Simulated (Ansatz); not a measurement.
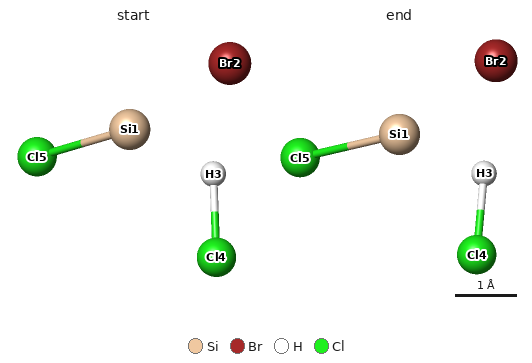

The structure of SiHBrCl$_{2}$ before (left) and after (right) a constrained relaxation, at one scale.

The picture is a ball-and-stick view, seen at a tilt.

The reaction that was planned forms Br2–H3 and breaks Si1–Br2, Si1–H3 (atoms numbered from 1 in input order).

Level of theory: RKS PBE0-D4/def2-SVP in Ansatz. (held fixed: the distance between atoms 2 (Br) and 3 (H), the distance between atoms 1 (Si) and 2 (Br), the distance between atoms 1 (Si) and 3 (H), counting from 1; force threshold 0.08 eV/Å; at most 120 steps)

Q: What changed between the two?

A: The optimiser took 3 steps. The atom that moves furthest after the best rigid fit is Cl4 (0.13 Å). Largest moves by element: Cl 0.13 Å, Si 0.10 Å, H 0.10 Å, Br 0.05 Å. Among the contacts that change: Si1–Cl4 2.632 → 2.423 Å, Si1–Cl5 2.021 → 2.079 Å, Br2–Cl4 3.385 → 3.416 Å, H3–Cl4 1.412 → 1.421 Å.
